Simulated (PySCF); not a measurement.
C$_{4}$H$_{4}$N$_{2}$, SMILES `c1cncnc1`.

Level of theory: ωB97X/def2-TZVP (PySCF), at a geometry from GFN2-xTB. No frequency check shows the geometry to be a minimum.

Input script:

```python
import numpy as np
from pyscf import gto, scf, dft
from pyscf.scf import atom_ks, atom_hf
from scipy.linalg import block_diag

def solve(mol, dm0=None, hcore=None):
    mf = (dft.UKS if mol.spin else dft.RKS)(mol, xc='wb97x')
    mf.grids.level = 3
    mf = mf.density_fit(auxbasis='def2-universal-jkfit')
    mf.conv_tol, mf.max_cycle = 1e-8, 80
    if hcore is not None:
        mf.get_hcore = lambda *args: hcore
    mf.kernel(dm0)
    if not mf.converged:
        mf = mf.newton().run(mf.mo_coeff, mf.mo_occ, max_cycle=30)
    assert mf.converged, 'SCF not converged'
    return mf

mol = gto.M(atom='''
C     -1.35049     0.01745     0.00000
C     -0.59995     1.18555     0.00000
N      0.72365     1.16983     0.00000
C      1.30170    -0.01682     0.00000
N      0.69192    -1.18885     0.00000
C     -0.63162    -1.16896     0.00000
H     -2.42811     0.03134     0.00000
H     -1.06263     2.16451     0.00000
H      2.38431    -0.03086     0.00000
H     -1.12047    -2.13513     0.00000
''', basis='def2-tzvp', charge=0, spin=0, verbose=4)
mf = solve(mol)
mf.analyze()
# spherically averaged free atoms, for the promolecule
atm = atom_ks.get_atm_nrks(mol, xc='wb97x')
pro = block_diag(*[(atm[a[0]][2] * atm[a[0]][3]) @ atm[a[0]][2].T for a in mol._atom])
np.savez('result.npz', e=mf.e_tot, c=mf.mo_coeff, occ=mf.mo_occ, eps=mf.mo_energy, pro=pro, dip=mf.dip_moment(verbose=0), s2=mf.spin_square()[0])
```

Launched as:

```sh
OMP_NUM_THREADS=1 python input.py
```

The run took 23 s on 1 thread of Intel(R) Xeon(R) Platinum 8488C (Sapphire Rapids) (shared host), peak memory 0.82 GiB.

Partitions, critical points and surface values were worked out afterwards from this run's density.

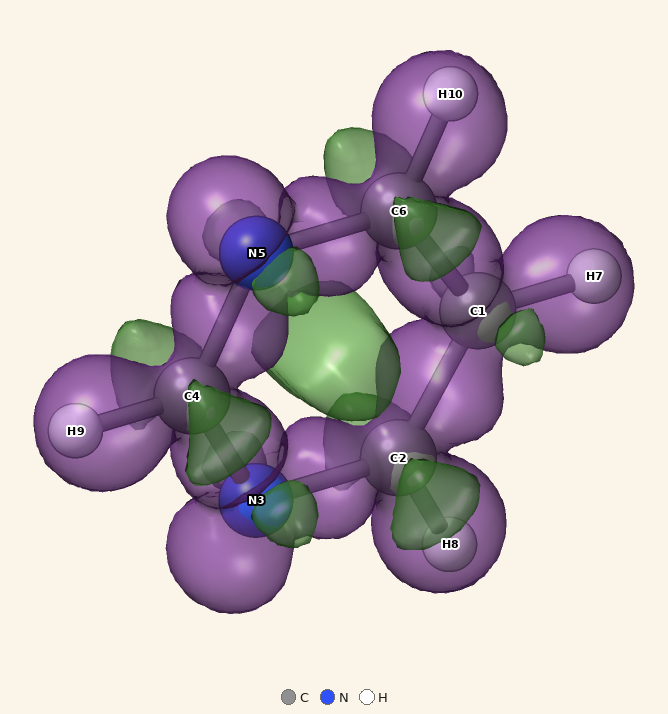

Deformation density (molecule less spherical, spin-averaged free atoms at the same positions), surfaces at ±0.1 e/Å³; purple: gain, green: loss.

> Describe the bonding that the map shows.

C4–H9: +0.86 e/Å³ at the bond critical point (bond length 1.08 Å, Mayer order 1.0). C2–H8 and C6–H10: +0.84 e/Å³ at the bond critical point (bond length 1.08 Å, Mayer order 1.0). C1–H7: +0.79 e/Å³ at the bond critical point (bond length 1.08 Å, Mayer order 1.0). C1–C6 and C1–C2: +0.72 e/Å³ at the bond critical point (bond length 1.39 Å, Mayer order 1.4). N3–C4 and C4–N5: +0.63 e/Å³ at the bond critical point (bond length 1.32 Å, Mayer order 1.5). C2–N3 and N5–C6: +0.61 e/Å³ at the bond critical point (bond length 1.32 Å, Mayer order 1.5). In all, 2.7 electrons gather in the regions of gain relative to the promolecule.
